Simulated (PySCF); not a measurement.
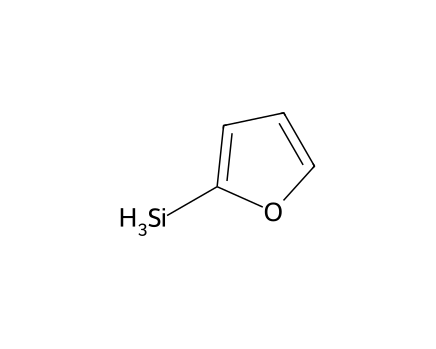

**Give its SMILES.**

[SiH3]c1ccco1

**Give the formula, hydrogens included.**

C4H6OSi.

More results for the same structure follow; atom numbers are the same in all pictures, views and colours differ. The computed structure is the end point of a PBE0-D3(BJ)/def2-SVP optimisation. No frequency run is at hand to confirm it as a minimum.

Quadrupole coupling

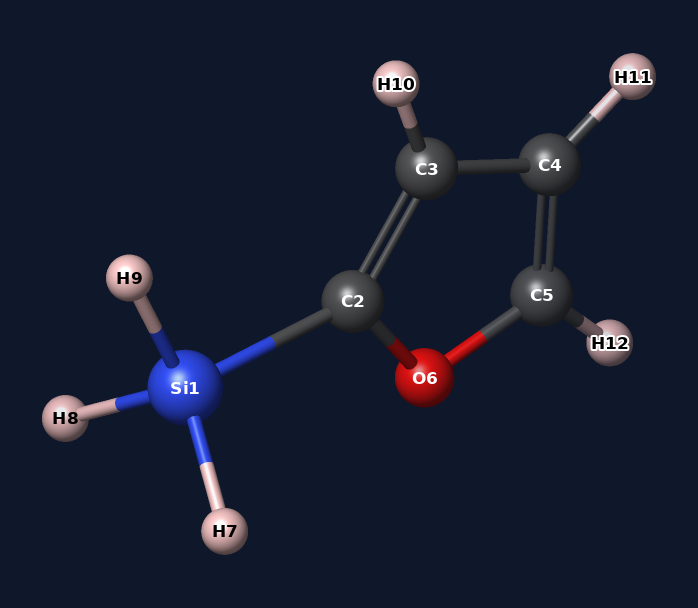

No frequency run is at hand to confirm it as a minimum. Electric field gradients from the ground-state density, PBE0/STO-3G (PySCF 2.14.0), non-relativistic apart from any core potentials.

Give the largest field-gradient component, the quadrupole coupling constant and the asymmetry for 17O at O6 (Q = −25.6 mb).

| atom | V_zz (a.u.) | e²qQ/h (MHz) | η |
| --- | --- | --- | --- |
| O6 | 1.605 | −9.66 | 0.16 |

Ring current

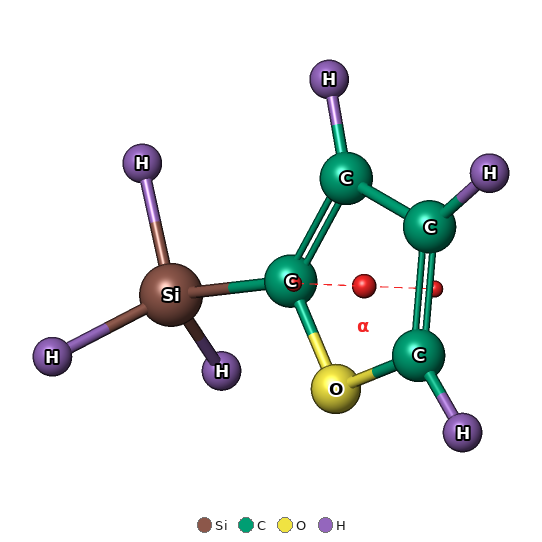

The small points mark where nucleus-independent chemical shifts (NICS) were computed: at the centre of each lettered ring and 1 Å above and below it. No frequency run is at hand to confirm it as a minimum. Properties computed with GIAO PBE0/6-31G NMR shielding, non-relativistic, gas phase (PySCF 2.14.0).

Give NICS(0), NICS(1) and the out-of-plane component NICS(1)zz for each ring (means of the two sides).

```tsv
ring	members	NICS(0)	NICS(1)	NICS(1)zz
α	C4O	−11.0	−10.8	−25.6
```

Values in ppm.

**What do the values say about the ring currents?**

Ring α: diatropic, as in an aromatic ring. NICS is one index among several.

Dipole moment

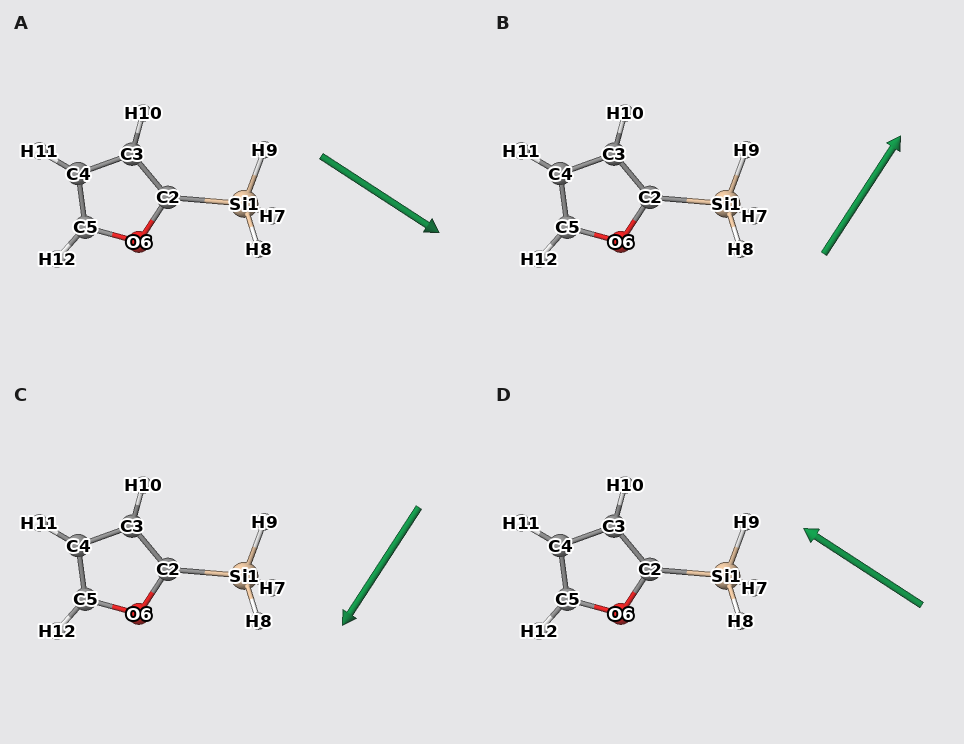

The same molecule four times, each with an arrow. No frequency run is at hand to confirm it as a minimum. Properties computed with PBE0/pcSseg-1, gas phase (PySCF 2.14.0).

**Which arrow points along the dipole moment, from the negative to the positive end?**

D. The dipole moment is 1.01 D; it points from the side of H7, H8 to the side of H11 (the outermost atoms at the two ends).
